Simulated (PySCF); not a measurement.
# C4H14BN: NMR shifts at several levels of theory, part 2 of 2

PySCF 2.14.0. Atoms count from 0. Earlier steps stand in the parts before.

### 5 Shielding tensors: wB97X-D/pcSseg-2

What the job is given:

```
{"job": {"kind": "nmr", "xc": "wB97X-D", "basis": "pcSseg-2", "pop": false}, "charge": 0, "multiplicity": 1}
B     -0.627000     1.576690     0.187803
N     -0.406188    -0.029953    -0.066247
C     -1.352701    -0.461268    -1.108569
C     -0.694741    -0.763218     1.176422
C      0.970245    -0.324740    -0.555276
C      2.097872     0.097636     0.358653
H     -1.830714     1.709251     0.379671
H      0.027367     1.885073     1.173915
H     -0.243926     2.131333    -0.837494
H     -1.217166    -1.531669    -1.335100
H     -2.375353    -0.276485    -0.760359
H     -1.179772     0.136160    -2.012011
H     -1.724557    -0.539749     1.480036
H     -0.575324    -1.848724     1.024814
H     -0.023519    -0.418330     1.969791
H      1.060153     0.197820    -1.518079
H      1.023178    -1.409968    -0.758348
H      2.076103    -0.422229     1.327433
H      2.073666     1.179041     0.542415
H      3.052626    -0.155241    -0.125542
```

With the program's defaults for keys left out, this is: GIAO wB97X-D/pcSseg-2 NMR shielding, non-relativistic, gas phase.

Standard output:

```text
coarse grid: 15176 points
cycle   1  E = -240.4083409158  dE =  5.192e-01  |g| = 3.720e-01  |ddm| = 2.625e+00
cycle   2  E = -240.4329389513  dE = -2.460e-02  |g| = 2.728e-01  |ddm| = 5.807e-01
cycle   3  E = -240.4483241440  dE = -1.539e-02  |g| = 5.981e-02  |ddm| = 1.845e-01
cycle   4  E = -240.4489551884  dE = -6.310e-04  |g| = 2.556e-02  |ddm| = 4.611e-02
cycle   5  E = -240.4491093840  dE = -1.542e-04  |g| = 2.890e-03  |ddm| = 2.105e-02
cycle   6  E = -240.4491115387  dE = -2.155e-06  |g| = 9.917e-04  |ddm| = 3.600e-03
final grid: 142240 points
cycle   7  E = -240.4609318045  dE = -2.963e-04  |g| = 7.612e-03  |ddm| = 8.249e-02
cycle   8  E = -240.4609370168  dE = -5.212e-06  |g| = 6.253e-03  |ddm| = 1.343e-02
cycle   9  E = -240.4609457302  dE = -8.713e-06  |g| = 9.774e-04  |ddm| = 3.954e-03
cycle  10  E = -240.4609458861  dE = -1.559e-07  |g| = 5.317e-04  |ddm| = 1.193e-03
cycle  11  E = -240.4609459456  dE = -5.944e-08  |g| = 4.931e-05  |ddm| = 3.938e-04
cycle  12  E = -240.4609459464  dE = -8.560e-10  |g| = 1.712e-05  |ddm| = 1.085e-04
converged SCF energy = -240.4609459464

GIAO shielding tensors (ppm)
atom      isotropic    diamagn.    paramagn.     s11        s22        s33       span
  0 B      114.037     188.143     -74.106     94.467    100.566    147.078     52.611
  1 N      203.781     316.233    -112.452    187.246    203.223    220.873     33.627
  2 C      125.763     243.400    -117.637     94.915    102.128    180.247     85.332
  3 C      133.689     244.586    -110.898    102.495    117.960    180.613     78.118
  4 C      120.066     246.527    -126.461     93.420    102.174    164.605     71.185
  5 C      172.108     239.235     -67.127    162.111    171.095    183.117     21.006
  6 H       29.459      31.480      -2.021     27.000     27.120     34.257      7.257
  7 H       29.238      32.141      -2.903     25.918     27.765     34.032      8.114
  8 H       29.611      31.625      -2.014     26.549     27.378     34.906      8.356
  9 H       29.405      30.912      -1.507     26.053     26.697     35.466      9.413
 10 H       28.566      30.104      -1.538     25.009     26.399     34.290      9.281
 11 H       28.618      30.442      -1.824     25.251     26.379     34.224      8.973
 12 H       28.808      30.543      -1.735     25.161     26.919     34.344      9.183
 13 H       29.751      31.298      -1.547     26.413     26.522     36.319      9.906
 14 H       28.380      31.679      -3.300     24.464     27.438     33.236      8.772
 15 H       28.544      32.644      -4.100     24.094     28.606     32.934      8.840
 16 H       29.119      33.046      -3.927     24.328     29.353     33.675      9.347
 17 H       30.272      30.281      -0.009     25.708     29.643     35.464      9.756
 18 H       29.151      29.757      -0.606     24.152     28.982     34.320     10.168
 19 H       30.513      27.813       2.701     26.135     27.546     37.860     11.725
```

It took 97 s on 8 threads of Intel Xeon Platinum 8259CL at 2.50GHz (Skylake/Cascade Lake), shared host.

Key values: δ C4 64.3, C2 54.7, C5 12.3, B0 -14.1, H15 2.52, H9 2.43 ppm (means over like atoms).

### 6 Shielding tensors: KT2/pcSseg-2

Settings changed since step 5:

```diff
@@ -1,2 +1,2 @@
-{"job": {"kind": "nmr", "xc": "wB97X-D", "basis": "pcSseg-2", "pop": false}, "charge": 0, "multiplicity": 1}
+{"job": {"kind": "nmr", "xc": "KT2", "basis": "pcSseg-2", "pop": false}, "charge": 0, "multiplicity": 1}
 B     -0.627000     1.576690     0.187803
```

Method: GIAO KT2/pcSseg-2 NMR shielding, non-relativistic, gas phase.

Standard output:

```text
coarse grid: 15176 points
cycle   1  E = -244.5617195556  dE =  1.266e-01  |g| = 5.699e-01  |ddm| = 2.727e+00
cycle   2  E = -244.4910715149  dE =  7.065e-02  |g| = 7.583e-01  |ddm| = 1.347e+00
cycle   3  E = -244.6619466244  dE = -1.709e-01  |g| = 5.882e-02  |ddm| = 8.025e-01
cycle   4  E = -244.6626292852  dE = -6.827e-04  |g| = 2.756e-02  |ddm| = 8.559e-02
cycle   5  E = -244.6628064686  dE = -1.772e-04  |g| = 9.373e-03  |ddm| = 2.913e-02
cycle   6  E = -244.6628257863  dE = -1.932e-05  |g| = 2.251e-03  |ddm| = 7.547e-03
cycle   7  E = -244.6628268256  dE = -1.039e-06  |g| = 8.973e-04  |ddm| = 2.144e-03
final grid: 142240 points
cycle   8  E = -244.6861772471  dE = -6.029e-04  |g| = 8.612e-03  |ddm| = 2.530e-01
cycle   9  E = -244.6861453127  dE =  3.193e-05  |g| = 1.388e-02  |ddm| = 1.518e-02
cycle  10  E = -244.6861917397  dE = -4.643e-05  |g| = 1.997e-03  |ddm| = 1.045e-02
cycle  11  E = -244.6861923276  dE = -5.879e-07  |g| = 1.050e-03  |ddm| = 1.553e-03
cycle  12  E = -244.6861925797  dE = -2.521e-07  |g| = 1.086e-04  |ddm| = 6.817e-04
cycle  13  E = -244.6861925825  dE = -2.741e-09  |g| = 3.992e-05  |ddm| = 1.344e-04
cycle  14  E = -244.6861925828  dE = -3.769e-10  |g| = 7.643e-06  |ddm| = 3.382e-05
converged SCF energy = -244.6861925828

GIAO shielding tensors (ppm)
atom      isotropic    diamagn.    paramagn.     s11        s22        s33       span
  0 B      113.340     188.911     -75.571     92.151    100.358    147.511     55.360
  1 N      192.743     312.911    -120.168    177.144    191.746    209.339     32.195
  2 C      123.065     242.325    -119.260     91.091     98.335    179.768     88.677
  3 C      131.642     243.808    -112.166     98.427    116.174    180.324     81.897
  4 C      116.443     245.816    -129.372     89.832     98.296    161.202     71.370
  5 C      169.736     239.550     -69.814    159.093    167.938    182.178     23.086
  6 H       29.119      30.662      -1.542     26.587     26.995     33.776      7.188
  7 H       28.862      31.493      -2.631     25.509     27.414     33.664      8.155
  8 H       29.349      30.902      -1.553     26.222     27.191     34.634      8.412
  9 H       29.126      30.652      -1.526     25.957     26.365     35.055      9.097
 10 H       28.245      30.051      -1.805     24.957     26.196     33.584      8.627
 11 H       28.363      30.303      -1.939     25.245     26.217     33.628      8.383
 12 H       28.577      30.403      -1.826     25.192     26.874     33.665      8.473
 13 H       29.531      31.027      -1.496     26.187     26.322     36.083      9.897
 14 H       28.061      31.543      -3.482     24.331     27.232     32.620      8.289
 15 H       28.230      32.176      -3.946     23.960     28.433     32.296      8.336
 16 H       28.720      32.488      -3.768     24.110     29.042     33.008      8.898
 17 H       30.059      30.287      -0.228     25.708     29.440     35.030      9.322
 18 H       28.925      29.867      -0.943     24.166     28.779     33.829      9.664
 19 H       30.299      27.542       2.756     26.130     27.524     37.241     11.111
```

It took 63 s on 8 threads of Intel Xeon Platinum 8259CL at 2.50GHz (Skylake/Cascade Lake), shared host.

Key values: δ C4 65.8, C2 54.9, C5 12.5, B0 -15.0, H15 2.70, H9 2.53 ppm (means over like atoms).

### 7 Shielding tensors: HF/pcSseg-2

Settings changed since step 6:

```diff
@@ -1,2 +1,2 @@
-{"job": {"kind": "nmr", "xc": "KT2", "basis": "pcSseg-2", "pop": false}, "charge": 0, "multiplicity": 1}
+{"job": {"kind": "nmr", "xc": "HF", "basis": "pcSseg-2", "pop": false}, "charge": 0, "multiplicity": 1}
 B     -0.627000     1.576690     0.187803
```

With the program's defaults for keys left out, this is: GIAO HF/pcSseg-2 NMR shielding, non-relativistic, gas phase.

Standard output:

```text
final grid: 142240 points
cycle   1  E = -238.7066234094  dE =  9.388e-01  |g| = 5.581e-01  |ddm| = 2.648e+00
cycle   2  E = -238.7934229133  dE = -8.680e-02  |g| = 2.683e-01  |ddm| = 6.301e-01
cycle   3  E = -238.8091733026  dE = -1.575e-02  |g| = 7.621e-02  |ddm| = 2.169e-01
cycle   4  E = -238.8109222862  dE = -1.749e-03  |g| = 1.900e-02  |ddm| = 7.891e-02
cycle   5  E = -238.8110062779  dE = -8.399e-05  |g| = 2.704e-03  |ddm| = 1.409e-02
cycle   6  E = -238.8110097094  dE = -3.432e-06  |g| = 6.505e-04  |ddm| = 4.849e-03
cycle   7  E = -238.8110099478  dE = -2.384e-07  |g| = 2.250e-04  |ddm| = 1.369e-03
cycle   8  E = -238.8110099745  dE = -2.665e-08  |g| = 7.027e-05  |ddm| = 4.252e-04
cycle   9  E = -238.8110099771  dE = -2.576e-09  |g| = 1.655e-05  |ddm| = 1.280e-04
cycle  10  E = -238.8110099772  dE = -1.434e-10  |g| = 4.771e-06  |ddm| = 2.907e-05
converged SCF energy = -238.8110099772

GIAO shielding tensors (ppm)
atom      isotropic    diamagn.    paramagn.     s11        s22        s33       span
  0 B      123.545     185.429     -61.884    107.706    111.939    150.990     43.285
  1 N      226.869     321.850     -94.980    211.381    226.679    242.548     31.168
  2 C      139.135     241.038    -101.903    111.999    118.820    186.586     74.588
  3 C      146.084     241.983     -95.899    119.666    132.036    186.550     66.885
  4 C      134.701     244.520    -109.820    111.214    119.421    173.467     62.253
  5 C      179.232     235.533     -56.301    169.955    179.081    188.661     18.707
  6 H       30.020      31.632      -1.612     27.245     27.851     34.963      7.718
  7 H       29.818      32.519      -2.701     26.513     28.366     34.575      8.062
  8 H       30.098      31.933      -1.835     27.247     27.618     35.430      8.183
  9 H       29.853      31.000      -1.147     26.108     27.185     36.264     10.156
 10 H       29.060      29.785      -0.725     25.125     26.701     35.355     10.230
 11 H       29.081      30.423      -1.342     25.323     26.710     35.210      9.887
 12 H       29.253      30.367      -1.113     25.217     27.133     35.410     10.192
 13 H       30.130      31.416      -1.286     26.463     26.957     36.970     10.508
 14 H       28.855      31.754      -2.899     24.546     27.802     34.218      9.672
 15 H       29.065      32.678      -3.613     24.320     28.861     34.014      9.694
 16 H       29.677      33.212      -3.535     24.633     29.654     34.745     10.112
 17 H       30.586      30.313       0.273     25.726     29.941     36.090     10.364
 18 H       29.497      29.663      -0.166     24.222     29.220     35.049     10.828
 19 H       30.842      27.478       3.364     26.249     27.651     38.625     12.377
```

It took 43 s on 8 threads of Intel Xeon Platinum 8259CL at 2.50GHz (Skylake/Cascade Lake), shared host.

Key values: δ C4 56.8, C2 48.9, C5 12.2, B0 -9.0, H15 2.31, H9 2.31 ppm (means over like atoms).

### 8 Comparing the runs: NMR shifts

Shifts (ppm) of some atoms, chosen among heavy atoms and hydrogens apart, means over like atoms, with basis size and wall time:

```tsv
run	C4	C2	C5	H15	H6	B0	N1	functions	time
PBE0/pcSseg-2	64.4	54.4	12.1	2.57	1.96	-14.4	59.9	412	70 s
PBE/pcSseg-2	67.2	56.1	12.3	2.68	2.04	-16.3	71.1	412	65 s
wB97X-D/pcSseg-2	64.3	54.7	12.3	2.52	1.92	-14.1	56.3	412	97 s
KT2/pcSseg-2	65.8	54.9	12.5	2.70	2.07	-15.0	67.4	412	63 s
HF/pcSseg-2	56.8	48.9	12.2	2.31	1.70	-9.0	33.9	412	43 s
```

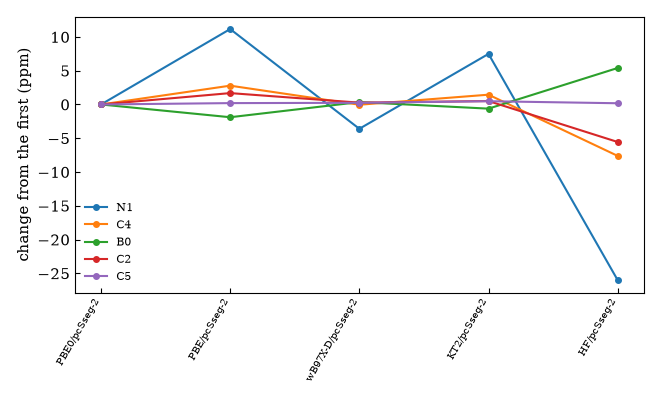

How five of the tabulated atoms move from run to run.

### 9 What came out

The summary covers parts 1 to 2.

| quantity | value |
| --- | --- |
| point group | C1 |
| rotational constants (main isotopes) | 4.39, 2.64, 2.58 GHz |
| 13C shifts against TMS (PBE0/pcSseg-2, means over atoms taken as alike) | 64.4, 54.4, 12.1 ppm |
| 1H shifts against TMS (PBE0/pcSseg-2, means over atoms taken as alike) | 2.57, 2.45, 1.96, 1.37 ppm |
| 11B shifts against BF3·OEt2 (PBE0/pcSseg-2) | -14.4 ppm |
| 15N shifts against NH3 (PBE0/pcSseg-2) | 59.9 ppm |
| range of the shift of N1 | 33.9 to 71.1 ppm |

Single values in the summary come from the first run of each kind that ended normally (PBE0/pcSseg-2), which need not be the best level. Over 13 steps the energy fell by 0.077 eV; of the close pairs, B0–H8 changed most, 1.193 to 1.227 Å. No frequency check was run at this level, so the end point may be a saddle. C4 (sp3 CH2 bonded to N) lies farthest downfield among carbon, at 64.4 ppm; deshielded by the electronegative neighbour. H15, H16 (mean) (hydrogen on an sp3 CH2 bonded to N) lies farthest downfield among hydrogen, at 2.57 ppm; its carbon carries N, hence the downfield position. At PBE0/pcSseg-2: Shielding is most anisotropic at C2, C3 (span 82 ppm, paramagnetic term -115 ppm). In ppm, N1 moves most: its shift spreads over 37.2 ppm, from 33.9 (HF/pcSseg-2) to 71.1 (PBE/pcSseg-2).
